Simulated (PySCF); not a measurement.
**C2H2N2Si: geometry relaxation**

System: C2H2N2Si, SMILES N#C[SiH2]C#N.
Method: PBE0-D3(BJ)/def2-SVP geometry optimisation, gas phase (PySCF 2.14.0).

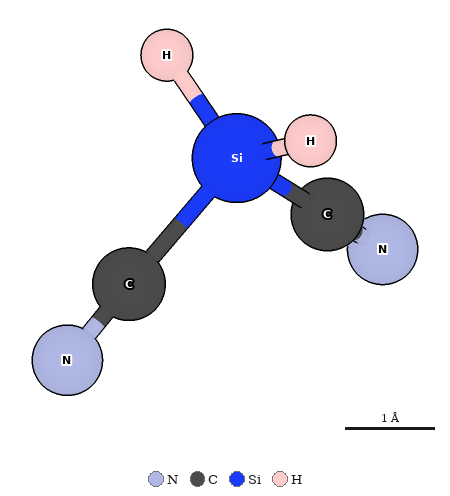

**Figure 1.** The starting structure (ball-and-stick view, seen at a tilt). Bond lengths as drawn: C–N 1.12 to 1.14 Å, C–Si 1.86 to 1.91 Å and H–Si 1.45 to 1.47 Å.

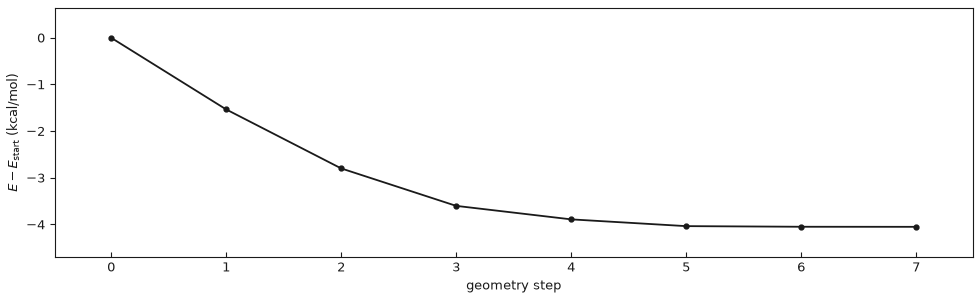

**Figure 2.** Progress of the relaxation, step by step (steps are counted from 0).

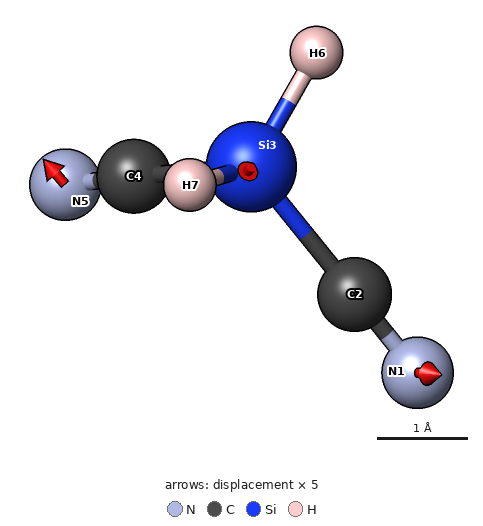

**Figure 3.** The starting structure with the displacements as red arrows, magnified 5 times (ball-and-stick view, seen at a tilt). The two geometries are laid on each other by the best rigid fit. The largest moves after the best rigid fit, 0.078 Å, are those of N1 and N5. Largest moves by element: N 0.078 Å, Si 0.061 Å, H 0.015 Å, C 0.009 Å. Among the contacts that change: Si3–C4 1.907 → 1.850 Å, C4–N5 1.122 → 1.159 Å, Si3–H7 1.453 → 1.482 Å, N1–C2 1.137 → 1.159 Å. Among the angles that change: H6–Si3–H7 116.4° → 113.1°, C2–Si3–C4 104.3° → 107.0°. The energy falls by 4.05 kcal/mol in 7 geometry steps. Largest force component: 4.9 eV/Å at the start, 0.0098 eV/Å at the end. (Atoms are counted from 1 in the order of the input.)

The input that produced these results follows, with the program's output.

## Input
```
{"job": {"xc": "PBE0", "basis": "def2-SVP", "d3": "d3bj", "grid": 1, "shake": 0.01, "kind": "geom"}, "charge": 0, "multiplicity": 1}
N     -2.356940    -1.234110    -0.010820
C     -1.471980    -0.519970    -0.006510
Si    -0.019650     0.638010     0.001840
C      1.500300    -0.513010    -0.026960
N      2.375240    -1.214900    -0.055640
H      0.005200     1.387080     1.266110
H      0.001780     1.427790    -1.217960
```

The first line tells a small driver script what to run in PySCF; the rest is the geometry in Å.

Command:
```bash
OMP_NUM_THREADS=1 python <driver script> task.json out
```

## What the program printed
```
step   0  E = -475.79792145  max force = 0.095370
step   1  E = -475.80036698  max force = 0.023871
step   2  E = -475.80238121  max force = 0.008216
step   3  E = -475.80366032  max force = 0.005309
step   4  E = -475.80412114  max force = 0.004267
step   5  E = -475.80435207  max force = 0.001464
step   6  E = -475.80437361  max force = 0.000391
step   7  E = -475.80437604  max force = 0.000190
optimisation converged
```

## Trajectory as extended XYZ (Å, eV, eV/Å), 8 frames, from step=0 to step=7
```
7
Properties=species:S:1:pos:R:3:forces:R:3 step=0 energy=-12947.12091
N    -2.3569   -1.2341   -0.0108   -2.3114  -1.8450  -0.0089
C    -1.4720   -0.5200   -0.0065    2.3863   2.0082  -0.0047
Si   -0.0197    0.6380    0.0018    0.7900  -1.3401   0.2807
C     1.5003   -0.5130   -0.0270   -4.9041   3.8604   0.1333
N     2.3752   -1.2149   -0.0556    4.1415  -3.2638  -0.1228
H     0.0052    1.3871    1.2661   -0.0423   0.1993   0.1306
H     0.0018    1.4278   -1.2180   -0.0600   0.3811  -0.4083
7
Properties=species:S:1:pos:R:3:forces:R:3 step=1 energy=-12947.18745
N    -2.4902   -0.7713    0.2028   -0.2315   0.1445   0.0289
C    -1.5483   -0.0975    0.1677    0.1080  -0.1872   0.0647
Si    0.1559    0.6121    0.0591   -0.4745   0.1004  -0.3590
C     1.1684   -0.8770   -0.3352    1.2275  -0.3291   0.3282
N     2.0161   -1.6750   -0.4078   -0.7801   0.4001  -0.1299
H     0.5444    1.2436    1.3423    0.0838  -0.1207   0.0051
H     0.2000    1.5579   -1.0857    0.0667  -0.0081   0.0620
7
Properties=species:S:1:pos:R:3:forces:R:3 step=2 energy=-12947.24226
N    -2.5526   -0.7247    0.2238   -0.1044   0.1863   0.0332
C    -1.5764   -0.1017    0.1696    0.2019  -0.2115  -0.0355
Si    0.1394    0.5929    0.0390   -0.2574  -0.0382  -0.1547
C     1.2214   -0.8653   -0.3209    0.4225   0.1006   0.2410
N     2.0625   -1.6610   -0.4065   -0.2742   0.0161  -0.1211
H     0.5435    1.2002    1.3275    0.0163  -0.0354   0.0340
H     0.2086    1.5525   -1.0893   -0.0048  -0.0179   0.0031
7
Properties=species:S:1:pos:R:3:forces:R:3 step=3 energy=-12947.27707
N    -2.6090   -0.6519    0.2418   -0.0158   0.1439   0.0209
C    -1.5834   -0.1164    0.1657    0.0781  -0.2274  -0.0750
Si    0.1300    0.5684    0.0238    0.0268   0.0414   0.0942
C     1.2815   -0.8447   -0.2952   -0.1727   0.2730   0.0845
N     2.0958   -1.6571   -0.4174    0.1554  -0.2682  -0.0941
H     0.5279    1.1622    1.3223   -0.0432   0.0427   0.0048
H     0.2035    1.5322   -1.0977   -0.0286  -0.0053  -0.0351
7
Properties=species:S:1:pos:R:3:forces:R:3 step=4 energy=-12947.28961
N    -2.6284   -0.6118    0.2410   -0.0069   0.0793   0.0053
C    -1.5752   -0.1341    0.1604    0.0442  -0.1589  -0.0451
Si    0.1338    0.5596    0.0296    0.0894   0.0534   0.0961
C     1.3110   -0.8357   -0.2793   -0.2194   0.1875   0.0371
N     2.0994   -1.6682   -0.4356    0.1501  -0.2000  -0.0592
H     0.5085    1.1695    1.3285   -0.0418   0.0370  -0.0121
H     0.1972    1.5135   -1.1013   -0.0156   0.0017  -0.0221
7
Properties=species:S:1:pos:R:3:forces:R:3 step=5 energy=-12947.29589
N    -2.6322   -0.5849    0.2308   -0.0056   0.0109  -0.0074
C    -1.5588   -0.1547    0.1536    0.0178  -0.0461  -0.0001
Si    0.1436    0.5587    0.0421    0.0408   0.0387   0.0183
C     1.3257   -0.8314   -0.2647   -0.0753   0.0076   0.0016
N     2.0844   -1.6865   -0.4537    0.0325  -0.0310  -0.0082
H     0.4870    1.1927    1.3373   -0.0131   0.0128  -0.0059
H     0.1965    1.4990   -1.1021    0.0029   0.0071   0.0018
7
Properties=species:S:1:pos:R:3:forces:R:3 step=6 energy=-12947.29648
N    -2.6270   -0.5862    0.2246   -0.0014   0.0006  -0.0079
C    -1.5523   -0.1585    0.1512    0.0034  -0.0084   0.0069
Si    0.1475    0.5628    0.0454    0.0056   0.0134  -0.0064
C     1.3211   -0.8338   -0.2621   -0.0068  -0.0201   0.0001
N     2.0727   -1.6949   -0.4551   -0.0057   0.0086   0.0022
H     0.4834    1.2021    1.3397   -0.0003   0.0023  -0.0007
H     0.2010    1.5014   -1.1005    0.0052   0.0036   0.0057
7
Properties=species:S:1:pos:R:3:forces:R:3 step=7 energy=-12947.29655
N    -2.6247   -0.5870    0.2200    0.0001   0.0003  -0.0063
C    -1.5505   -0.1576    0.1495   -0.0015   0.0047   0.0048
Si    0.1490    0.5651    0.0461   -0.0045  -0.0012  -0.0063
C     1.3167   -0.8366   -0.2608    0.0088  -0.0098   0.0022
N     2.0659   -1.7000   -0.4531   -0.0085   0.0062   0.0016
H     0.4840    1.2045    1.3406    0.0021  -0.0015   0.0011
H     0.2059    1.5044   -1.0991    0.0035   0.0012   0.0030
```

## Results in brief

| quantity | value |
| --- | --- |
| outcome | converged |
| total energy | −475.804376 hartree |
| dipole moment | 3.56 D |
| point group | C2v |
| hardware | 1 CPU thread, shared host |
| wall time | 30 s |
| peak memory | 0.35 GiB |
